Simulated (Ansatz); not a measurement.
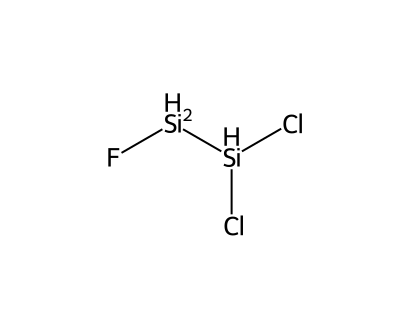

Simulated data, not a measurement (program: Ansatz).

Skeletal drawing of a molecule.

Q: Transcribe the drawing into SMILES.

A: F[SiH2][SiH](Cl)Cl

Q: Give the formula, hydrogens included.

A: Cl2FH3Si2.

Q: An optimisation with PBE0-D4/def2-TZVP gave a structure of which point group?

A: C1. Other conformers may differ.
